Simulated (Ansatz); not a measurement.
**TlS (Pm-3m): Grüneisen parameters**

Does TlS (Pm-3m) expand much on heating, by its phonons?

Method: DFT PBEsol, scalar-relativistic, plane waves, PAW; PAW set soft_1, in Ansatz 0.2.0.

## Step 1: The structure

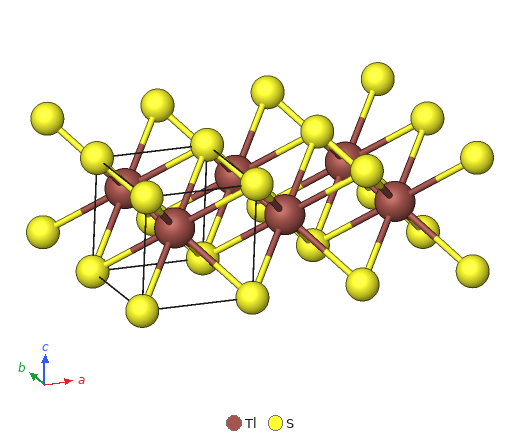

Start, viewed slightly off an axis; thallium brown, sulfur yellow. 3×2×1 cells are drawn. Some periodic images of atoms are drawn too.

## Step 2: The dispersion

The cell comes from relaxations at this level that are not shown. Stability and thermal properties need the whole zone. Linear response on a 4×4×4 q mesh gives force constants as far as a supercell of that size would.

input.yaml

```yaml
crystal:
  lattice:
    - [3.5134324571, 0.0, 0.0]
    - [0.0, 3.5134324571, 0.0]
    - [0.0, 0.0, 3.5134324571]
  atoms:
    - { symbol: Tl, position: [0.5, 0.5, 0.5] }
    - { symbol: S, position: [0.0, 0.0, 0.0] }
kpoints:
  mp_grid: { grid: [12, 12, 12] }
hamiltonian:
  xc: pbesol
  pseudopotentials: { kind: paw, azcp: { folder: soft_1 }, xc_functional: pbe }
scf:
  occupations: { method: methfessel_paxton, width: 0.2 }
output:
  eigenvalues: true
phonons:
  method: dfpt
  qmesh: [4, 4, 4]
  temperatures: { t_max: 1000, t_step: 50 }
  qpath:
    path:
      - [[0.0, 0.0, 0.0], [0.0, 0.5, 0.0], [0.5, 0.5, 0.0], [0.0, 0.0, 0.0], [0.5, 0.5, 0.5], [0.0, 0.5, 0.0]]
      - [[0.5, 0.5, 0.5], [0.5, 0.5, 0.0]]
    npoints: 10
```

Launch:

```
ansatz run input.yaml --threads 4 --pin off --max-ram 10240MiB --backend cpu --events-out ev --progress --plain --runs-dir out
```

Numbers of over 12 decimals in the logs are rounded to 6 here.

What it wrote:

```text
Engine: ansatz 0.2.0, aarch64-unknown-linux-gnu
Pseudopotentials: kind: paw
Pseudopotential: Tl, paw, valence charge 13, recommended cutoff 420 eV (normal), soft_1/Tl.paw.azcp
Pseudopotential: S, paw, valence charge 6, recommended cutoff 420 eV (normal), soft_1/S.paw.azcp
Functional definition: PBEsol
  exchange = pbesol_x
  correlation = pbesol_c
Crystal: 2 atoms, lattice volume = 43.371 Å³
Basis set: ecut = 420 eV, 847 PW (Γ), exchange–correlation on 48×48×48 points (8 copies of the dense FFT grid, shifted against one another)
Bands: 14, of which v1, the nominal top of the filled ones, is band 10 counted from 1 (9 counted from 0)
Symmetry: 48 space group operations
k-points: 84 of 1728
Non-local potential: Tl, projectors of the file, l = 0: 2, l = 1: 2, l = 2: 2, l = 3: 1
Non-local potential: S, projectors of the file, l = 0: 2, l = 1: 2, l = 2: 1
PAW form: soft (Blöchl's): semilocal exchange-correlation on the pseudo side does not see the compensation charge
PAW frozen core: Tl, regenerated for the run's functional, and the local potential with it (the file was generated under x = pbe(κ = 0.804, μ = 0.219515), c = pbe(β = 0.066725))
PAW frozen core: S, regenerated for the run's functional, and the local potential with it (the file was generated under x = pbe(κ = 0.804, μ = 0.219515), c = pbe(β = 0.066725))
PAW one-centre angular grid: Tl, 590 points (default); XC on 64 Gauss nodes
PAW one-centre angular grid: S, 110 points (default); XC on 64 Gauss nodes
Initial density: superposition of atomic densities (chi_scale 0.1, normalization cell, long waves kept (reshape's long-wave potential 0.00 eV rms))
Initial wavefunctions: pseudopotential atomic-orbital guess
Functional: x = pbesol(κ = 0.804, μ = 0.123457), c = pbesol(β = 0.046)
SCF iter   1: F=—  HF=-12182.642587 eV  |F-HF|=—  |Δ(HF+E_count)|=         —  Δρ=1.77e-2  dr2=1.36e-1  ethr=3.10e-3  ⟨swp⟩=6.2  Hψ=7318  notcnv=0
preconditioner: auto → none  [metal: Δε(μ)=0.032 eV  Ē_g=13.782 eV  σ=0.200 eV  W_gap=0.14  n_scr=6 (ndim 8)  ℏωp=24.6 eV  f_vac=0.000  D(μ)=1.16/eV (n_scr^D=6)  sad-step TF]
SCF iter   2: F=—  HF=-12182.615454 eV  |F-HF|=—  |Δ(HF+E_count)|=   2.71e-2  S|Δr|=    0.00e0  Δρ=9.79e-3  dr2=4.67e-2  ethr=7.13e-4  ⟨swp⟩=1.0  Hψ=1848  notcnv=0
SCF iter   3: F=—  HF=-12182.601509 eV  |F-HF|=—  |Δ(HF+E_count)|=   1.39e-2  S|Δr|=    0.00e0  Δρ=1.17e-3  dr2=7.15e-4  ethr=2.46e-4  ⟨swp⟩=2.8  Hψ=1892  notcnv=0
SCF iter   4: F=—  HF=-12182.601391 eV  |F-HF|=—  |Δ(HF+E_count)|=   1.18e-4  S|Δr|=    0.00e0  Δρ=4.11e-4  dr2=4.10e-5  ethr=3.76e-6  ⟨swp⟩=2.0  Hψ=1900  notcnv=0
SCF iter   5: F=—  HF=-12182.601406 eV  |F-HF|=—  |Δ(HF+E_count)|=   1.51e-5  S|Δr|=    0.00e0  Δρ=1.10e-4  dr2=3.00e-6  ethr=2.16e-7  ⟨swp⟩=2.5  Hψ=1902  notcnv=0
SCF iter   6: F=—  HF=-12182.601403 eV  |F-HF|=—  |Δ(HF+E_count)|=   3.15e-6  S|Δr|=    0.00e0  Δρ=1.64e-5  dr2=7.58e-8  ethr=1.58e-8  ⟨swp⟩=2.1  Hψ=1796  notcnv=0
SCF iter   7: F=—  HF=-12182.601405 eV  |F-HF|=—  |Δ(HF+E_count)|=   1.53e-6  S|Δr|=    0.00e0  Δρ=6.85e-7  dr2=1.51e-10  ethr=3.99e-10  ⟨swp⟩=2.0  Hψ=1903  notcnv=0
SCF iter   8: F=-12182.601405 eV  HF=-12182.601405 eV  |F-HF|=0.00e0  |Δ(HF+E_count)|=  1.82e-12  S|Δr|=    0.00e0  Δρ=6.59e-8  dr2=1.00e-12  ethr=1.00e-12  ⟨swp⟩=8.1  Hψ=6827  notcnv=0
SCF 1 converged in 8 iterations: F = -12182.601405 eV  dr2 = 1.00e-12
  greatest PAW one-centre occupation: 0.966 electrons in one spin orbital (limit 2), on the Tl atom at site 0 (counted from 0), in its partial waves of l = 2
phonons: the bands overlap, so this run is a metal and interpolates without the dipole-dipole term. If the crystal is really an insulator or semiconductor, its LO-TO splitting is missing
NSCF: frozen V_eff on 84 k-points
WARN: eigensolver did not converge in 6 slots of this pass, the one above among them; of largest residual over every band (k=81): 1 band(s) unlocked (lowest unlocked band 13, counted from 0; max residual 4.07e-5 eV among the unlocked bands, 4.07e-5 eV over every band); of lowest unlocked band (k=74): band 13
NSCF: frozen V_eff on 196 k-points
DFPT response loops at q = (0, 0, 0) (fractional): preconditioner auto → Kerker (q_TF=auto, 2.378 Å⁻¹) (partly filled bands, converged f_vac=0.000); β = 1.00, the filter's whole step (`scf.mixing.beta` (0.50) is not read by the response loops under this deck's `scf.mixing.preconditioner`; to damp them name `kerker` or `kerker_dos`, under which they read `scf.mixing.beta`, and type it under 1.00, their step now; both keys bind the ground state too); Broyden in place of MSR1
NSCF: frozen V_eff on 1176 k-points
DFPT response loops at q = (0, 0, 0.25) (fractional): mixed as the last ones told, above
NSCF: frozen V_eff on 686 k-points
DFPT response loops at q = (0, 0, -0.5) (fractional): mixed as the last ones told, above
NSCF: frozen V_eff on 2016 k-points
DFPT response loops at q = (0, 0.25, 0.25) (fractional): mixed as the last ones told, above
NSCF: frozen V_eff on 1176 k-points
DFPT response loops at q = (0, 0.25, -0.5) (fractional): mixed as the last ones told, above
NSCF: frozen V_eff on 686 k-points
DFPT response loops at q = (0, -0.5, -0.5) (fractional): mixed as the last ones told, above
NSCF: frozen V_eff on 1872 k-points
DFPT response loops at q = (0.25, 0.25, 0.25) (fractional): mixed as the last ones told, above
NSCF: frozen V_eff on 2016 k-points
DFPT response loops at q = (0.25, 0.25, -0.5) (fractional): mixed as the last ones told, above
NSCF: frozen V_eff on 1176 k-points
DFPT response loops at q = (0.25, -0.5, -0.5) (fractional): mixed as the last ones told, above
NSCF: frozen V_eff on 392 k-points
DFPT response loops at q = (-0.5, -0.5, -0.5) (fractional): mixed as the last ones told, above
SCF converged after 8 iterations
Stability not checked: this state was not tested for a lower state beside it, because cold or Methfessel-Paxton smearing, or corrected tetrahedra, fill the levels in a way that the test cannot read (fill_not_monotonic; see scf.lower_state_search)
Free energy (F): -12182.601405 eV
Harris-Foulkes:  -12182.601405 eV  (|F-HF|=0.00e0)
Internal energy: -12182.602218 eV  (E = F + TS)
E sigma→0 (E₀):  -12182.601608 eV
Entropy (-TS):   0.000813 eV (0.407 meV/atom)
Fermi energy:    9.197378 eV
--- Per-component energies (eV) ---
  E_band       = 28.380646
  E_kinetic    = 371.317977
  E_local      = -872.573108  (includes V_loc(G=0)·N_el)
  E_nonlocal   = 352.952284
  E_hartree    = 316.920543
  E_xc         = -271.240549
  E_vxc        = -204.566553  (∫ρ·V_xc dr)
  E_paw        = -10631.792110  (= ΣΔE_a)
  E_vpaw       = -252.591028  (= ΣTr[D̂ρ^β])
  E_aug_tail   = -0.000044  (compensation charges beyond the density's cutoff)
  E_ewald      = -1448.287492
  E_core_change = 0.100282  (= ΣΔE_core)
  E_smearing   = 0.000813  (= −TS)
  E_closure    = -0.000000  (closes the sum)
  Σ components = -12182.601405   (vs F -12182.601405, Δ=0.00e0)
--- Band table (eV; the first three rows and the last of 84) ---
  k-point 0: bands = [... 6 lower, 5.2662, 8.0136, 8.0136, 8.0136, 15.8472, 15.8472, 18.9243, 18.9243]
  k-point 1: bands = [... 6 lower, 4.9866, 8.0795, 8.0795, 8.1758, 15.8719, 15.9430, 18.6110, 18.6110]
  k-point 2: bands = [... 6 lower, 4.3263, 8.2667, 8.2667, 8.5511, 15.7228, 15.9426, 17.8575, 17.8575]
  k-point 83: bands = [... 6 lower, 7.3113, 7.3113, 7.3113, 7.3192, 10.3331, 10.3331, 10.3331, 25.2644]
--- Phonons (Γ-DFPT): 2 representative perturbations + reference (Σ response iterations 6) ---
  ASR residual: 5.090e-5 → 0.000e0 eV/Å²; symmetrization residual: 6.156e-7 eV/Å²
  ASR residual per site (eV/Å²): 2.67e-5 5.09e-5
  Γ frequencies (cm⁻¹): 0.00 0.00 0.00 56.78 56.78 56.78
--- Phonons (arbitrary-q DFPT): 10 irreducible q on the 4×4×4 mesh ---
  q = [0.0000, 0.0000, 0.0000] (star 1, of the zone-centre solve; hermiticity 3.75e-6, symmetrization 6.38e-11): 0.00 0.00 0.00 56.78 56.78 56.78
  q = [0.0000, 0.0000, 0.2500] (star 6, 4 solved perturbations in 1848 linear systems a pass and spin channel, the states on 588 of 1728 k-point pairs; hermiticity 2.37e-6, symmetrization 3.55e-12): -62.20 -62.20 21.17 21.17 62.94 133.04
  q = [0.0000, 0.0000, -0.5000] (star 3, 4 solved perturbations in 1078 linear systems a pass and spin channel, the states on 343 of 1728 k-point pairs; hermiticity 1.19e-8, symmetrization 8.51e-9): -49.15 -49.15 23.63 23.63 87.89 132.15
  q = [0.0000, 0.2500, 0.2500] (star 12, 4 solved perturbations in 3108 linear systems a pass and spin channel, the states on 1008 of 1728 k-point pairs; hermiticity 1.86e-6, symmetrization 6.87e-13): -107.33 18.29 47.16 65.73 108.30 149.61
  q = [0.0000, 0.2500, -0.5000] (star 12, 6 solved perturbations on 588 of 1728 k-point pairs; hermiticity 1.15e-6, symmetrization 2.72e-8): -106.74 15.99 48.11 77.84 139.62 152.23
  q = [0.0000, -0.5000, -0.5000] (star 3, 4 solved perturbations in 1078 linear systems a pass and spin channel, the states on 343 of 1728 k-point pairs; hermiticity 2.11e-6, symmetrization 1.84e-11): -127.85 -12.71 64.49 64.49 187.64 187.64
  q = [0.2500, 0.2500, 0.2500] (star 8, 2 solved perturbations on 936 of 1728 k-point pairs; hermiticity 7.14e-7, symmetrization 1.72e-12): 50.31 50.31 61.28 103.38 139.92 139.92
  q = [0.2500, 0.2500, -0.5000] (star 12, 4 solved perturbations in 3108 linear systems a pass and spin channel, the states on 1008 of 1728 k-point pairs; hermiticity 3.83e-7, symmetrization 4.98e-9): 45.09 53.85 72.95 121.55 124.07 157.39
  q = [0.2500, -0.5000, -0.5000] (star 6, 4 solved perturbations in 1848 linear systems a pass and spin channel, the states on 588 of 1728 k-point pairs; hermiticity 1.22e-6, symmetrization 1.60e-8): 50.56 67.32 67.32 122.76 174.41 174.41
  q = [-0.5000, -0.5000, -0.5000] (star 1, 2 solved perturbations on 196 of 1728 k-point pairs; hermiticity 8.26e-11, symmetrization 4.13e-11): 70.07 70.07 70.07 173.03 173.03 173.03
  sum rule: each row above includes the acoustic sum rule's correction from the zone centre's row sums; it moved no ω² by more than (0.66 cm⁻¹)²
  mesh force constants: q→R imaginary residual 1.79e-18; ASR residual 5.090e-5 → 0.000e0 eV/Å²; symmetrization residual 2.665e-15 eV/Å²
  interpolated dispersion: 62 rows × 6 modes
  density of states and harmonic sums: on the 20×20×20 q-mesh, interpolated from the force constants of a 4×4×4 supercell (no non-analytic term)
  largest difference from the sums on the solved wave vectors: F 5.06e-2 eV, S 5.98e-5 and C_V 1.80e-5 eV/K
  zero-point energy: 0.027992 eV/cell   skipped modes (ω ≤ 0): 211, of them read as no rigid motion or as one in doubt: 208 (6.900e-1 modes/cell left out, lowest -127.85 cm⁻¹)   left out of the sums: 1.15e-1 of the cell's modes: C_V's classical limit lies that fraction below 3 k_B per atom; for a crystal, a wire or a layer, F and S can be off by more, and a phonons.interpolated_qmesh denser along its periods is the remedy for the sampling
```

The job ended after 3.1 min (4 threads of Arm Neoverse V1, shared host; peak memory 1.5 GiB).

Reading the cycles: dr2 is the Hartree energy of the density residual (eV), the measure of convergence; HF is the Harris–Foulkes estimate of the energy, which meets the free energy F at convergence.

This step gave:

| Quantity | Value |
| --- | --- |
| volume per atom | 21.69 Å³ |
| gap on the k-mesh | 0 eV |
| sum-rule residual before enforcement | 5.09e-5 eV/Å² |
| lowest frequency on the path | -127.8 cm⁻¹ |
| point group | m-3m |
| highest frequency on the path or at a solved wavevector | 187.6 cm⁻¹ |
| highest optical mode at the zone centre (no LO-TO term) | 56.78 cm⁻¹ |
| lowest optical zone-centre mode | 56.78 cm⁻¹ |
| lowest mode on the q mesh (acoustic modes at Γ apart) | -127.8 cm⁻¹ |

Frequencies (cm⁻¹) solved at each irreducible wavevector; negative means imaginary. Frequencies by wavevector, by row:

```tsv
q in reciprocal lattice units	star	mode 1	mode 2	mode 3	mode 4	mode 5	mode 6
0 0 0	1	0	0	0	56.8	56.8	56.8
0 0 0.25	6	-62.2	-62.2	21.2	21.2	62.9	133
0 0 -0.5	3	-49.1	-49.1	23.6	23.6	87.9	132.2
0 0.25 0.25	12	-107.3	18.3	47.2	65.7	108.3	149.6
0 0.25 -0.5	12	-106.7	16	48.1	77.8	139.6	152.2
0 -0.5 -0.5	3	-127.8	-12.7	64.5	64.5	187.6	187.6
0.25 0.25 0.25	8	50.3	50.3	61.3	103.4	139.9	139.9
0.25 0.25 -0.5	12	45.1	53.9	73	121.5	124.1	157.4
0.25 -0.5 -0.5	6	50.6	67.3	67.3	122.8	174.4	174.4
-0.5 -0.5 -0.5	1	70.1	70.1	70.1	173	173	173
```

Symmetry leaves 10 wavevectors to solve. The lowest mode among them, the acoustic zeros apart, lies at q = (0, -0.5, -0.5) and is imaginary, 127.8i cm⁻¹, so the energy falls along it.

## Step 3: Relaxing at another volume, volume ratio 0.97

The volume is scaled by 0.97 and held; symmetry leaves nothing to relax, so this is a single point. The modes can then be followed against volume.

input.yaml, the sections that differ from step 2:

```yaml
crystal:
  lattice:
    - [3.4779408138, 0.0, 0.0]
    - [0.0, 3.4779408138, 0.0]
    - [0.0, 0.0, 3.4779408138]
  atoms:
    - { symbol: Tl, position: [0.5, 0.5, 0.5] }
    - { symbol: S, position: [0.0, 0.0, 0.0] }
output:
  forces: true
  stress: true
  eigenvalues: true
# kpoints, hamiltonian, scf: as in step 2
# phonons: removed
```

What it wrote:

```text
[...]
Crystal: 2 atoms, lattice volume = 42.069 Å³
Basis set: ecut = 420 eV, 799 PW (Γ), exchange–correlation on 48×48×48 points (8 copies of the dense FFT grid, shifted against one another)
Bands: 14, of which v1, the nominal top of the filled ones, is band 10 counted from 1 (9 counted from 0)
Symmetry: 48 space group operations
[...]
k-points: 84 of 1728
[...]
--- Band table (eV; the first three rows and the last of 84) ---
  k-point 0: bands = [... 6 lower, 5.8290, 8.4265, 8.4265, 8.4265, 16.3020, 16.3020, 19.6606, 19.6606]
  k-point 1: bands = [... 6 lower, 5.5128, 8.4963, 8.4963, 8.6182, 16.3234, 16.4260, 19.3156, 19.3156]
  k-point 2: bands = [... 6 lower, 4.7886, 8.6944, 8.6944, 9.0386, 16.3002, 16.3852, 18.5023, 18.5023]
  k-point 83: bands = [... 6 lower, 7.7356, 7.7356, 7.7356, 7.8931, 10.7142, 10.7142, 10.7142, 26.0995]
[key lines of the parts left out:]
SCF converged after 6 iterations
Free energy (F): -12182.593703 eV
Fermi energy:    9.682109 eV
P = ⅓ Tr σ = 1.9497 GPa (19.497 kbar)
```

It took 0.88 s on 4 threads; peak memory 0.34 GiB; 2.8 s of CPU time.

This run has no spin polarisation although its electron count is odd.

Numbers from this step:

* pressure: 1.950 GPa
* volume per atom: 21.03 Å³

## Step 4: Phonons at the other volume, volume ratio 0.97

The phonons are repeated at this volume on the same k and q meshes.

Edit input.yaml of step 3 so:

```diff
@@ -16,4 +16,11 @@
 output:
-  forces: true
-  stress: true
   eigenvalues: true
+phonons:
+  method: dfpt
+  qmesh: [4, 4, 4]
+  temperatures: { t_max: 1000, t_step: 50 }
+  qpath:
+    path:
+      - [[0.0, 0.0, 0.0], [0.0, 0.5, 0.0], [0.5, 0.5, 0.0], [0.0, 0.0, 0.0], [0.5, 0.5, 0.5], [0.0, 0.5, 0.0]]
+      - [[0.5, 0.5, 0.5], [0.5, 0.5, 0.0]]
+    npoints: 10
```

What it wrote:

```text
[...]
Crystal: 2 atoms, lattice volume = 42.069 Å³
Basis set: ecut = 420 eV, 799 PW (Γ), exchange–correlation on 48×48×48 points (8 copies of the dense FFT grid, shifted against one another)
Bands: 14, of which v1, the nominal top of the filled ones, is band 10 counted from 1 (9 counted from 0)
Symmetry: 48 space group operations
k-points: 84 of 1728
[...]
SCF iter   1: F=—  HF=-12182.629999 eV  |F-HF|=—  |Δ(HF+E_count)|=         —  Δρ=1.74e-2  dr2=1.20e-1  ethr=3.10e-3  ⟨swp⟩=6.2  Hψ=7300  notcnv=0
[...]
SCF iter   8: F=-12182.593703 eV  HF=-12182.593703 eV  |F-HF|=1.82e-12  |Δ(HF+E_count)|=  5.28e-11  S|Δr|=    0.00e0  Δρ=5.64e-8  dr2=6.73e-13  ethr=1.00e-12  ⟨swp⟩=8.2  Hψ=6772  notcnv=0
SCF 1 converged in 8 iterations: F = -12182.593703 eV  dr2 = 6.73e-13
[...]
NSCF: frozen V_eff on 84 k-points
[...]
SCF converged after 8 iterations
[...]
Free energy (F): -12182.593703 eV
[...]
Internal energy: -12182.594289 eV  (E = F + TS)
E sigma→0 (E₀):  -12182.593849 eV
Entropy (-TS):   0.000586 eV (0.293 meV/atom)
Fermi energy:    9.682017 eV
[...]
--- Band table (eV; the first three rows and the last of 84) ---
  k-point 0: bands = [... 6 lower, 5.8288, 8.4264, 8.4264, 8.4264, 16.3020, 16.3020, 19.6605, 19.6605]
  k-point 1: bands = [... 6 lower, 5.5127, 8.4962, 8.4962, 8.6181, 16.3233, 16.4260, 19.3156, 19.3156]
  k-point 2: bands = [... 6 lower, 4.7885, 8.6943, 8.6943, 9.0386, 16.3002, 16.3852, 18.5022, 18.5022]
  k-point 83: bands = [... 6 lower, 7.7355, 7.7355, 7.7355, 7.8929, 10.7142, 10.7142, 10.7142, 26.0994]
[...]
ASR residual: 4.987e-5 → 0.000e0 eV/Å²; symmetrization residual: 3.213e-6 eV/Å²
  ASR residual per site (eV/Å²): 1.29e-5 4.99e-5
  Γ frequencies (cm⁻¹): 0.00 0.00 0.00 75.77 75.77 75.77
--- Phonons (arbitrary-q DFPT): 10 irreducible q on the 4×4×4 mesh ---
[...]
interpolated dispersion: 62 rows × 6 modes
[...]
```

Wall time 3.1 min (4 threads); peak memory 1.5 GiB.

Numbers from this step:

| Quantity | Value |
| --- | --- |
| sum-rule residual before enforcement | 4.99e-5 eV/Å² |
| lowest frequency on the path | -122.1 cm⁻¹ |
| highest frequency on the path or at a solved wavevector | 200.4 cm⁻¹ |
| highest optical mode at the zone centre (no LO-TO term) | 75.77 cm⁻¹ |
| lowest optical zone-centre mode | 75.77 cm⁻¹ |
| lowest mode on the q mesh (acoustic modes at Γ apart) | -122.1 cm⁻¹ |

(Continued in part 2 of 2.)

[Logs are printed without paths, hosts, clocks, repeated set-up lines and the standing remarks that a program may print on its own settings, such as how far it seeks lower states.]

[Hosts, paths, dates, database ids (printed as entryN), source tags and the programs' standing remarks are cut or masked in the printed files.]
